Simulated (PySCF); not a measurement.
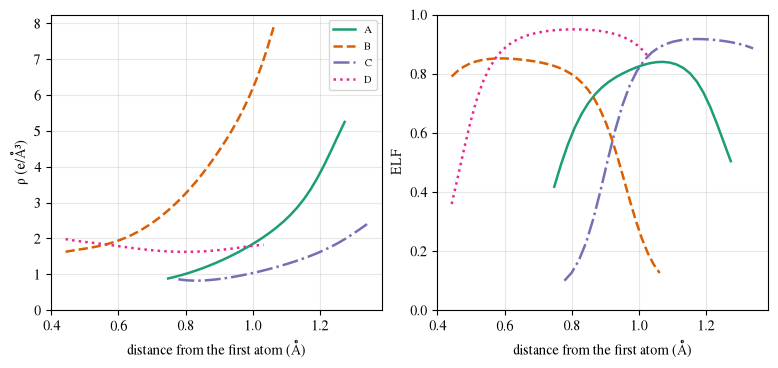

*C₃H₁₀NOSi (SMILES C[CH]CO[SiH2]N) (doublet). Electron density and electron localisation function along straight lines between neighbouring atoms. The curves leave out the atomic cores.*

Geometry: GFN2-xTB.

Theory: PySCF 2.14.0, density-fitted response routines, UKS B3LYP, pcH-1 on C H N O Si, non-relativistic, mean-field spin-orbit, GIAO.

```xyz
16

C     2.9297   -0.2110    0.4035
C     1.6450    0.5002    0.2530
C     0.4051   -0.1618   -0.1935
O    -0.5631   -0.1379    0.8393
Si   -2.1569   -0.3907    0.7344
N    -2.8281    0.6389   -0.4819
H     3.7605    0.4084    0.0590
H     3.1325   -0.4441    1.4559
H     2.9274   -1.1463   -0.1523
H     1.5541    1.4927    0.6611
H    -0.0225    0.3521   -1.0697
H     0.5966   -1.2041   -0.4759
H    -2.5163   -1.7314    0.2678
H    -2.5009   -0.1296    2.1285
H    -2.5622    1.6120   -0.4781
H    -3.8086    0.5615   -0.6950
```

Which curve belongs to which contact (C–C, C–O, Si–N and Si–O)? The first atom named is at distance zero.

Answer. Curve A: Si–O (1.62 Å): the density is about 1 e/Å³ at the midpoint; the ELF peaks at about 0.85 between the atoms (a polar covalent bond). Curve B: C–O (1.42 Å): ρ is about 2.5 e/Å³ halfway; the ELF peaks at about 0.85 between the atoms: a polar covalent bond. Curve C: Si–N (1.73 Å): ρ at the midpoint is about 0.83 e/Å³; the ELF peaks at about 0.90 between the atoms; a polar covalent bond. Curve D: C–C (1.47 Å): ρ at the midpoint is about 1.6 e/Å³; the ELF peaks at about 0.95 between the atoms (a covalent bond).
